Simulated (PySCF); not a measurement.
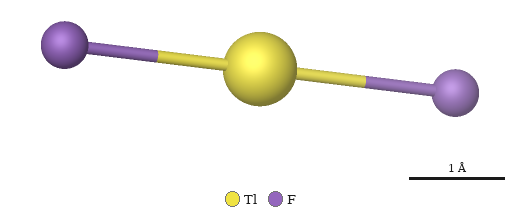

This is the input geometry for a relaxation of TlF2 (charge −1). Style: ball-and-stick. Shown at a tilt.

These are results of RKS PBE0, Tl def2-SVP with ECP60, F def2-SVP; non-relativistic Hamiltonian with scalar-relativistic core potentials; density fitting in PySCF, not measurements.

Input file:
```
mol = gto.M(atom='''
Tl     0.00000     0.00000     0.00000
F      0.00000     0.00000     2.20160
F      0.00000     0.00000    -2.20160''',
    basis={'Tl': 'def2-SVP', 'F': 'def2-SVP'},
    ecp={'Tl': 'def2-SVP'},
    charge=-1, spin=0)
mf = dft.RKS(mol, xc='PBE0')
mf.grids.atom_grid = (50, 194)  # f atoms: at least (60, 302), unpruned
mf = mf.density_fit()  # Tl def2-universal-JKFIT, F def2-universal-JKFIT
mf.conv_tol = 1e-08; mf.max_cycle = 55
mf.kernel(dm0)
# quasi-Newton relaxation in Cartesian coordinates to a largest gradient under 0.00045 Eh/bohr, steps kept in the point group
```

Command:
```bash
OMP_NUM_THREADS=2 python run.py
```

Where does the relaxation end?

Answer. After 3 geometry steps the energy has fallen by 2.67 kcal/mol. The largest force component goes from 1.2 to 0.0023 eV/Å. The largest moves after the best rigid fit, 0.11 Å, are those of F2 and F3. Tl stays in place. Among the contacts that change: Tl1–F2 2.202 → 2.310 Å. Cost: 2.6 s on 2 threads of Arm Neoverse V1 (shared host), peak memory 0.36 GiB.

History of the run:

```csv
step,"E − E(0), kcal/mol","largest force component, eV/Å"
0,0.00,1.1743
1,-2.56,0.2005
2,-2.66,0.0457
3,-2.67,0.0023
```

The structure at the end:

```xyz
3

Tl    0.0000    0.0000    0.0000
F     0.0000    0.0000    2.3098
F     0.0000    0.0000   -2.3098
```

The end point in the same view:

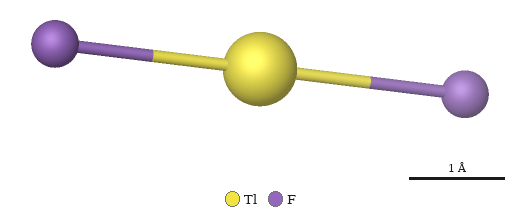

Limits of the set-up: the basis has no diffuse functions, which an anion needs.
